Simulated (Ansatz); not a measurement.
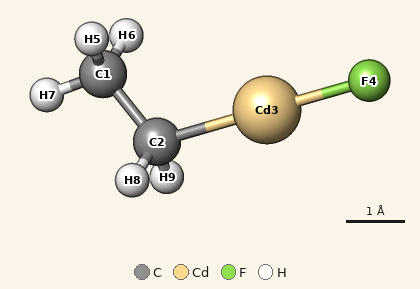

Fig. 1: The structure (ball-and-stick view, seen at a tilt; atoms are numbered from 1 in the order of the input). Sticks mark near contacts.

## Run report: C2H5CdF, single-point calculation

The run: single-point calculation of C2H5CdF, SMILES C[CH2][Cd][F]. Method and program: RKS PBE0-D4/def2-SVP (Ansatz 0.2.0).

The geometry comes from this level: PBE0-D4/def2-TZVP.

### Input
```yaml
crystal:
  periodic: [false, false, false]
  atoms:
    - {symbol: C, position_ang: [-0.514322, 1.056236, -0.163880]}
    - {symbol: C, position_ang: [0.134016, -0.054938, 0.649747]}
    - {symbol: Cd, position_ang: [0.744493, -1.720649, -0.467602]}
    - {symbol: F, position_ang: [1.314001, -3.272341, -1.503022]}
    - {symbol: H, position_ang: [0.160247, 1.459270, -0.922527]}
    - {symbol: H, position_ang: [-1.416227, 0.717921, -0.678795]}
    - {symbol: H, position_ang: [-0.806975, 1.890991, 0.482274]}
    - {symbol: H, position_ang: [1.022392, 0.307997, 1.171835]}
    - {symbol: H, position_ang: [-0.549127, -0.430987, 1.414870]}
basis:
  gaussian: {orbitals: def2-SVP}
hamiltonian: {xc: pbe0, dispersion: d4}
output: {orbitals: {seedname: orbitals}}
```

Machine: 4 threads of AMD EPYC, 54 GiB of memory available, shared host.

Run as:
```bash
ansatz run in.yaml --threads 4 --pin off --events-out ev --progress --plain --max-ram 10444MiB
```

### What the program printed
```
Functional definition: PBE0
  name "PBE0"
  cite "Adamo & Barone, J. Chem. Phys. 110, 6158 (1999) doi:10.1063/1.478522"
  cite "Perdew, Burke & Ernzerhof, Phys. Rev. Lett. 77, 3865 (1996) doi:10.1103/PhysRevLett.77.3865"
  parent pbe
  parameter a = 0.25
  parameter kappa = 0.804
  parameter beta = 0.06672455060314922
  exchange = (1 - a)*pbe_x(kappa = kappa, mu = beta*pi^2/3) + a*exact_x
  correlation = pbe_c(beta = beta)
1099 factors; their error is unknown
mean field evaluation 1: about -9418.3518 eV, gradient 6.4e1 eV
mean field evaluation 2: about -9402.9524 eV, gradient 1.1e2 eV
mean field evaluation 4: about -9427.4086 eV, gradient 6.7e0 eV
mean field evaluation 8: about -9427.6204 eV, gradient 2.4e-1 eV
mean field -9427.62052822 eV, -346.4586641412 hartree, gradient 4.5e-5 eV, S^2 0.000000; 0 other end points of the search recorded, 0 dependent functions left out
reference -9427.62056286 eV, -346.4586654144 hartree; 23, 23 occupied and 75, 75 virtual orbitals, 1099 factors
Total energy: -9427.74330765 eV, -346.4631762023 hartree
```

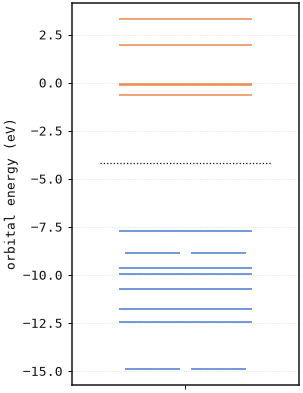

Fig. 2: Orbital energies near the frontier; the dotted line parts filled from empty levels, and levels within 0.02 eV of each other stand side by side. Highest filled −7.72 eV, lowest empty −0.62 eV, 7.10 eV apart.

### Key numbers

- outcome: converged
- total energy: −9427.7433 eV
- mean-field energy: −9427.6206 eV
- dispersion energy: −0.1227 eV
- SCF solution under orbital rotations: stable
- HOMO: −7.72 eV
- LUMO: −0.62 eV
- peak memory: 0.21 GiB
